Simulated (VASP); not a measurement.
Band structure of Ga2BiAs (space group R3m). Method: LDA (Ceperley-Alder, Perdew-Zunger), VASP's LDA PAW potentials (set 64) (plane waves; VASP 6.6.1).

Unless said otherwise, spin-orbit coupling is left out, though it shifts the bands of the heavy elements here.

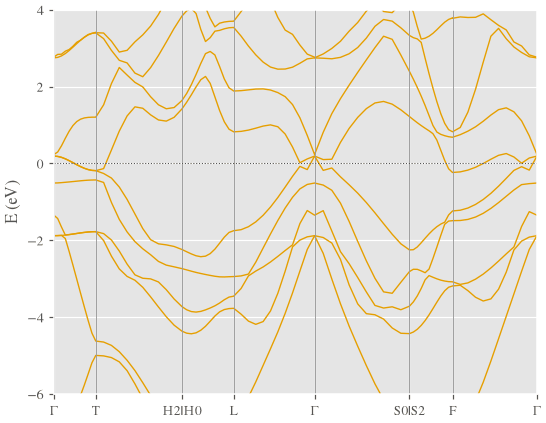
Bands along high-symmetry lines, zero at the valence-band maximum or, without a gap, the Fermi level

Task: Read the plot: is there a gap, and where are the band edges?

Result: It has no gap at this level: it comes out as a metal or semimetal. (Edges off the drawn lines would not show.)

The structure comes from a computed database's Ga2BiAs entry (R3m); how it stands against other phases isn't given here. It was relaxed first, which changed the volume by -9 %.
